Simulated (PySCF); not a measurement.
C4H6FN (SMILES [H]/N=C(\C)C(=C)F)

The calculation's input:

```
{"job": {"kind": "uv", "xc": "CAM-B3LYP", "basis": "def2-SVPD", "dynamic": true, "nstates": 6, "ntriplets": 0}, "charge": 0, "multiplicity": 1}
C      2.193773     0.427586    -0.306739
C      1.000965    -0.153201    -0.407856
F      0.837050    -1.261687    -1.143242
C     -0.255633     0.311335     0.239583
C     -1.483478    -0.498318    -0.064322
N     -0.197129     1.341239     0.985320
H      2.277366     1.324418     0.306357
H      3.063732     0.017181    -0.820770
H     -1.341449    -1.548749     0.232773
H     -1.685278    -0.506056    -1.146811
H     -2.357204    -0.089591     0.461238
H     -1.122863     1.557781     1.364359
```

Command:

```sh
OMP_NUM_THREADS=1 python probes_run.py task.json out
```

Geometry: PBE0-D3(BJ)/def2-SVP.

These are results of PySCF, CAM-B3LYP/def2-SVPD, SCF density, gas phase, not measurements.

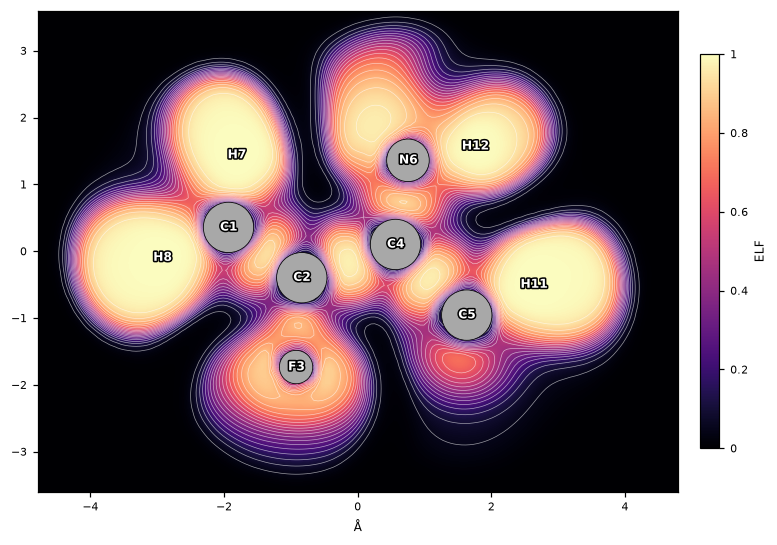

Figure 1. Electron localisation function on the plane of atoms C5, C4 and N6. Grey discs cover the atomic cores.

What do the fields say about this system?

Answer.
- Atoms in the plane: C, F, N and H.
- C–N (1.27 Å): the ELF peaks at about 0.90 between the atoms: localised, covalent bonding.
- C–C (1.33 Å): the ELF peaks at about 0.95 between the atoms (a multiple bond).
- C–F (1.34 Å): the ELF peaks at about 0.85 between the atoms, as expected for a polar covalent bond.
- N–H (1.02 Å): the ELF climbs to about 1 towards the hydrogen, as it does in any bond to H: an ordinary covalent bond to hydrogen.
- C–C (1.49 Å): the ELF peaks at about 1 between the atoms (a covalent bond).
- The ELF also peaks beside F3 and N6, away from the bonds: lone-pair regions.

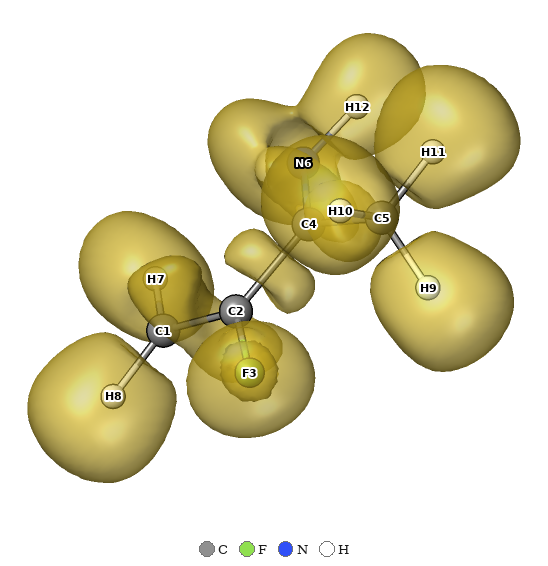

Figure 2. Isosurface of the electron localisation function at 0.75 (yellow), seen at an oblique angle. Core shells and regions of very low density are left out.

What do the ELF domains correspond to?

Answer. The surface consists of three regions between bonded C–C atoms (shared pairs), five regions around hydrogen nuclei, one region on F in which the atom's valence shell and bonds are merged and one joined region spread over several atoms (H, N), in which their bonds and any lone pairs are merged.

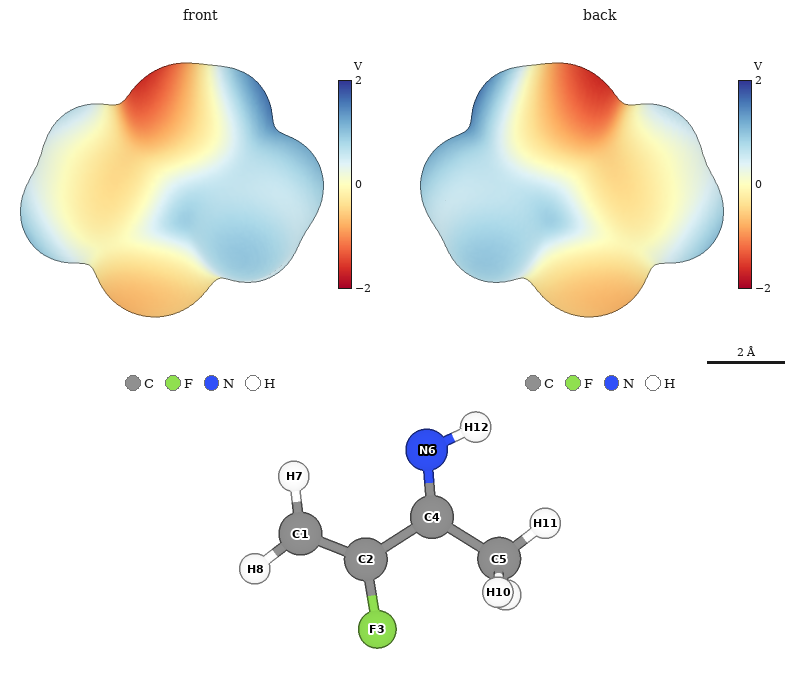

Figure 3. The molecular electrostatic potential painted on the density surface at 0.002 e/bohr³, seen from the front and from behind; the colour scale runs from red (negative) to blue (positive). The bare structure is drawn below in the same view.

Describe the electrostatic potential map.

Answer. The most negative region (about −1.6 V) lies over N6, the most positive (about +1.5 V) over H12. N6 is the likeliest acceptor of a hydrogen bond.

How polar is the molecule by this calculation?

Answer. Its dipole moment is 1.43 D.

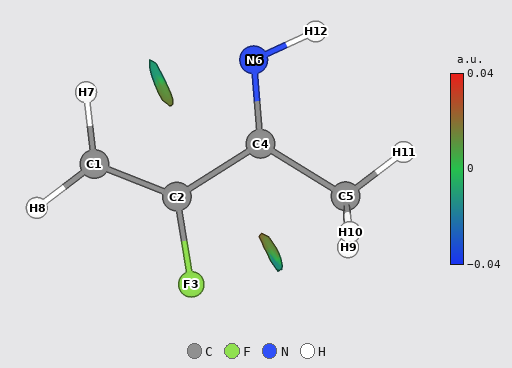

Figure 4. Non-covalent interaction (NCI) plot: the surface where the reduced density gradient is 0.5, for densities under 0.05 a.u., coloured by sign(λ₂)ρ; seen across its widest extent.

What holds or crowds the atoms apart from the covalent bonds?

Answer. Between C5 and C4 on one side and F3 and C2 on the other: a weak contact, attractive (blue-green) on one side and crowded (olive to red) on the other; between N6 and C4 on one side and C1 and H7 on the other: a weak contact, attractive (blue-green) on one side and crowded (olive to red) on the other.
